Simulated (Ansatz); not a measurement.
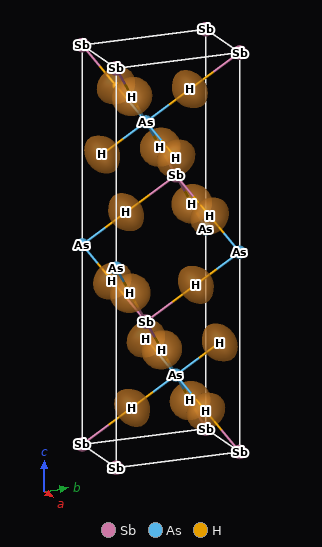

The picture shows: SbAsH₆. Isosurface of the ELF at 0.85 (orange), seen slightly off an axis. Core shells and regions of very low density are left out. Sticks mark near contacts.

Space group R-3m; a structure from a database of computed crystals, not necessarily the ambient phase; started from the KCrF6-148 prototype, which need not be the ambient phase.

Computed with DFT, PBEsol, plane waves, PAW in Ansatz 0.2.0.

In a PAW calculation such maps are meaningful between the atoms, not at the nuclei.

> Where are the electrons localised?

The ELF exceeds this value in 18 regions around hydrogen nuclei, counted in one cell of 24 atoms. Regions shared between cells count once. Along the contacts the grid gives the following. As–H (1.76 Å): the ELF climbs to about 1 towards the hydrogen, as it does in any bond to H. Sb–H (2.01 Å): the ELF climbs to about 1 towards the hydrogen.
